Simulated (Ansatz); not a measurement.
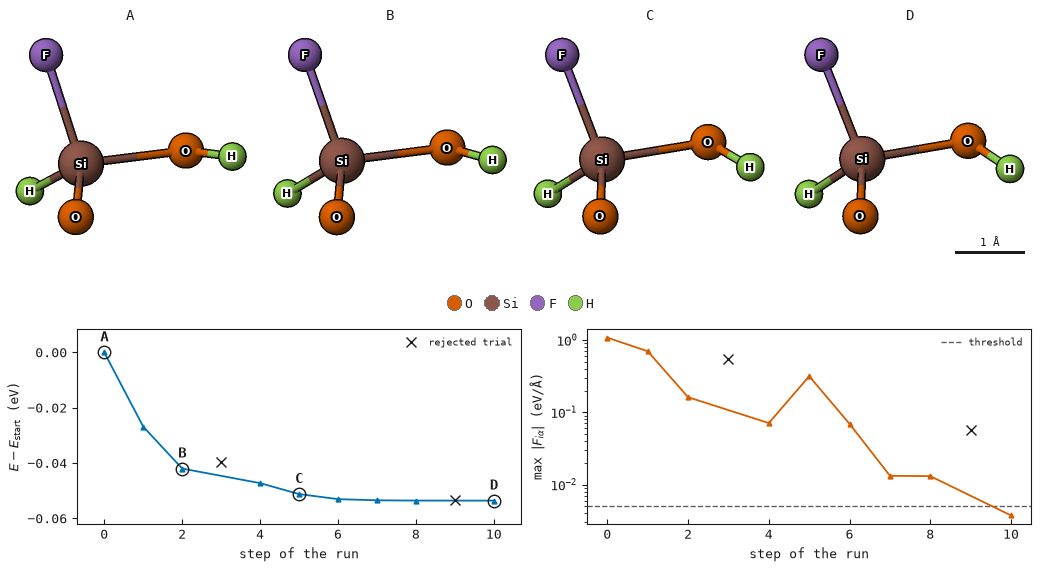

Frames of a relaxation of SiH2O2F (charge −1), marked on the history of the run. A ball-and-stick model, seen from a free direction.

The calculation used RKS PBE0-D4/def2-TZVPD in Ansatz.

The input:
```yaml
crystal:
  periodic: [false, false, false]
  atoms:
    - {symbol: O, position_ang: [0.419410, -1.282340, -1.073450]}
    - {symbol: Si, position_ang: [-0.059350, 0.018040, -0.420390]}
    - {symbol: O, position_ang: [0.456890, 0.303780, 1.157880]}
    - {symbol: F, position_ang: [-1.715950, 0.126930, -0.251830]}
    - {symbol: H, position_ang: [0.204630, 1.343490, -1.004630]}
    - {symbol: H, position_ang: [0.694380, -0.509920, 1.592420]}
basis:
  gaussian: {orbitals: def2-TZVPD}
total_charge: -1
hamiltonian: {xc: pbe0, dispersion: d4}
relax: {f_tol: 0.005, max_steps: 200}
```

Run as
```bash
ansatz run in.yaml --threads 2 --pin off --events-out ev --progress --plain --max-ram 4352MiB
```

Q: What happens along the run?

A: H6 moves most after the best rigid fit: 0.18 Å. By element the largest moves are H 0.18 Å, O 0.15 Å, F 0.07 Å, Si 0.07 Å. Near-neighbour distances that change, for instance: Si2–H5 1.472 → 1.505 Å, Si2–F4 1.669 → 1.638 Å, O1–Si2 1.532 → 1.549 Å, O3–H6 0.953 → 0.960 Å. Among the angles between lasting bonds that change: Si2–O3–H6 111.0° → 106.2°, O1–Si2–H5 122.6° → 118.0°, O3–Si2–H5 99.4° → 103.8°. Groups turn about Si2–O3 by about 25°. Over 8 accepted moves (10 points after the start) the energy falls by 0.054 eV. Largest force component: 1.1 eV/Å at the start, 0.0037 eV/Å at the end. The line search rejected the trial steps at points 3, 9 of the run. From step 0 to 2: H6 moves most (0.05 Å), energy −0.042 eV. From step 2 to 5: H6 moves most (0.11 Å), energy −0.009 eV. From step 5 to 10: H6 moves most (0.03 Å), energy −0.002 eV.

| step | E − E(0), eV | largest force component, eV/Å | note |
| --- | --- | --- | --- |
| 0 | 0.0000 | 1.0780 |  |
| 1 | -0.0268 | 0.6986 |  |
| 2 | -0.0420 | 0.1617 |  |
| 3 | -0.0398 | 0.5433 | rejected |
| 4 | -0.0472 | 0.0709 |  |
| 5 | -0.0512 | 0.3158 |  |
| 6 | -0.0530 | 0.0691 |  |
| 7 | -0.0534 | 0.0132 |  |
| 8 | -0.0535 | 0.0131 |  |
| 9 | -0.0535 | 0.0574 | rejected |
| 10 | -0.0535 | 0.0037 |  |
